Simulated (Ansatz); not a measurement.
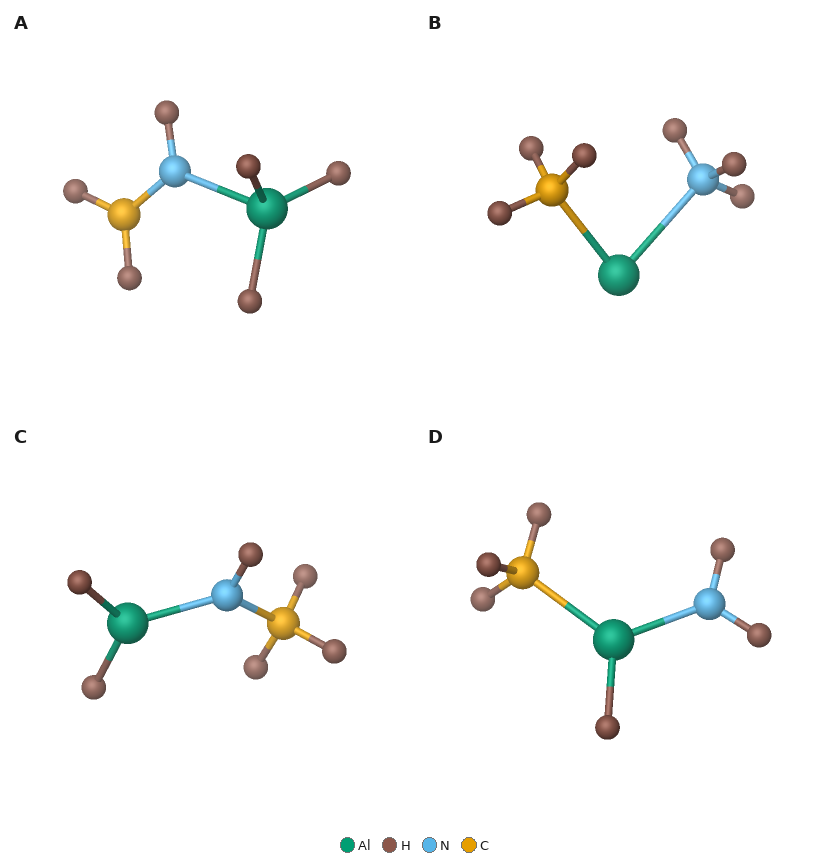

4 stationary structures of one formula. Geometries: PBE0-D4/def2-TZVP. Electronic energies: CCSD(T)/CBS (MP2 limit from def2-TZVPP and def2-QZVPP plus CCSD(T) − MP2) (Ansatz 0.2.0), without zero-point energy. Each is one conformer, not always the lowest.

> Which is lowest in energy, and by how much?

D is lowest (a minimum); C lies 21.0 kcal/mol above it (a minimum), B lies 36.8 kcal/mol above it (a minimum), A lies 44.2 kcal/mol above it (a minimum).
